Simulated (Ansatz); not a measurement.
**A ladder of methods for SiPH4 (SMILES [SiH2]P)**

SiPH4: 6 atoms, total charge 0, spin state doublet. As SMILES, `[SiH2]P`. The coordinates come from a GFN2-xTB relaxation. This is one conformer, not always the lowest.

Quantity: the vertical electron affinity (to the singlet anion), in eV. The values are calculated.

The electron affinity is E(neutral) − E(anion): positive where the electron is bound.

| level | kind | program | value (eV) | less FCI/STO-3G |
| --- | --- | --- | --- | --- |
| U-revPBE/STO-3G | GGA | Ansatz | -4.49 | +1.01 |
| UBLYP/STO-3G | GGA | Ansatz | -4.54 | +0.96 |
| UPBE/STO-3G | GGA | Ansatz | -4.49 | +1.01 |
| UBHLYP/STO-3G | global hybrid | Ansatz | -4.42 | +1.08 |
| UHSE06/STO-3G | range-separated hybrid | Ansatz | -4.43 | +1.07 |
| RPA@PBE/STO-3G | RPA | Ansatz | -5.47 | +0.03 |
| UMP2/STO-3G | perturbation theory | Ansatz | -5.44 | +0.06 |
| UBCCD(T)/STO-3G | coupled cluster or CI | Ansatz | -5.49 | +0.01 |
| FCI/STO-3G | exact in the basis | Ansatz | -5.50 | 0.00 |

FCI/STO-3G is exact within its basis and frozen core, so for wave-function methods in that basis the difference is their error; functionals converge differently with the basis, so for them it is only a difference. The values span -5.50 to -4.42 eV. All rows use very small basis sets, so even the best lies far from the true value. Negative values mean that the anion is unbound at that level; they are set by how diffuse the basis is and aren't properties of the molecule.

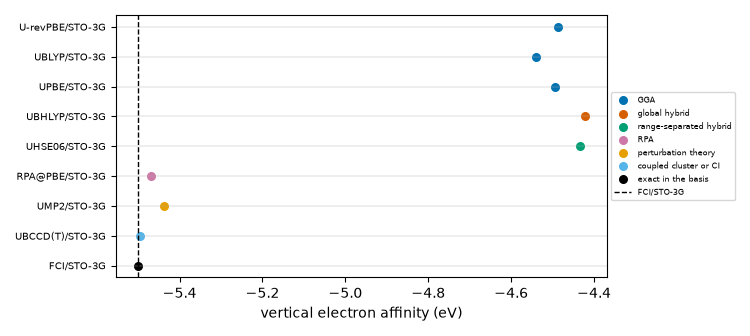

The values of the table, level by level.
